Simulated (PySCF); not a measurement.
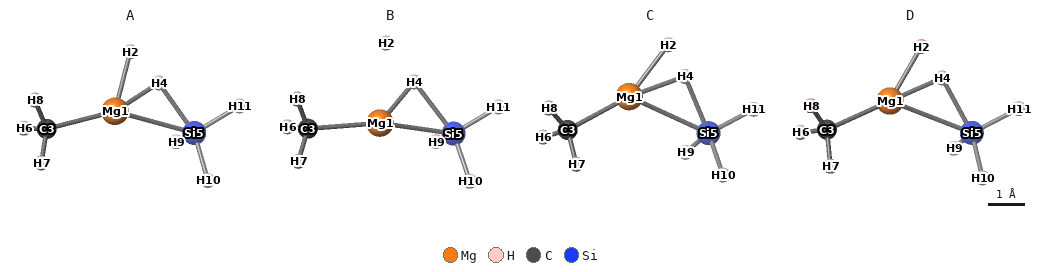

4 geometries from one relaxation of CH8MgSi (coarse preliminary run), in shuffled order. The picture is a ball-and-stick view, seen at a tilt.

The reaction that was planned forms Mg1–Si5, H2–H4 and breaks Mg1–H2, H4–Si5 (atoms numbered from 1 in input order).

Theory: RKS PBE0-D4/def2-SVP, partitioned rational-function steps on a Bofill-updated Hessian (PySCF). 

Question: Order the frames from highest to lowest energy.

Answer: B, A, D, C. They are steps 0, 2, 5, 13, at +71.8 kJ/mol, +17.7 kJ/mol, +4.11 kJ/mol relative to the last. The energy falls by 71.8 kJ/mol in 13 geometry steps. The largest move after the best rigid fit is that of Mg1, 0.84 Å. By element the largest moves are Mg 0.84 Å, H 0.72 Å, C 0.15 Å, Si 0.14 Å. Among the contacts that change: Mg1–H2 2.402 → 1.836 Å, Mg1–Si5 2.703 → 2.874 Å, Mg1–H4 1.866 → 1.813 Å, Mg1–C3 2.115 → 2.084 Å. New bonds form, among them: Mg1–H2 (2.40 → 1.84 Å). Bond angles that change, for instance: C3–Mg1–H4 134.8° → 171.2°, C3–Mg1–Si5 154.4° → 130.9°, Mg1–Si5–H9 110.2° → 102.8°. The run took 83 s on 4 threads of Arm Neoverse V1 (shared host).
